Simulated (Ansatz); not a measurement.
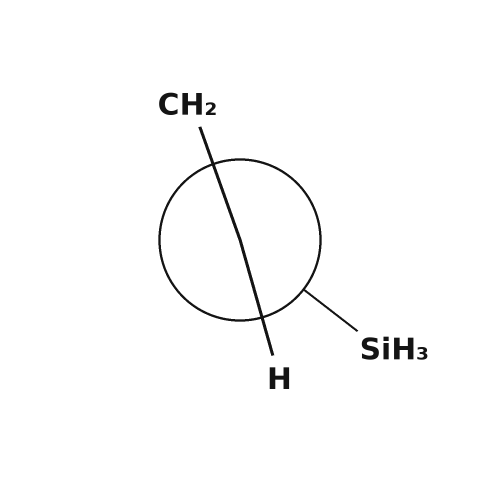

A Newman projection along the C–S bond, carbon in front; angles are drawn as computed, but eclipsed bonds slightly apart. Geometry: moved along internal coordinates away from the minimum.

**Which molecule is it?**

C2H6SSi, C=CS[SiH3]

**What is the torsion angle from the front CH2 to the back SiH3? The sign is positive where the front bond must turn clockwise to cover the back bond.**

147°, anticlinal.
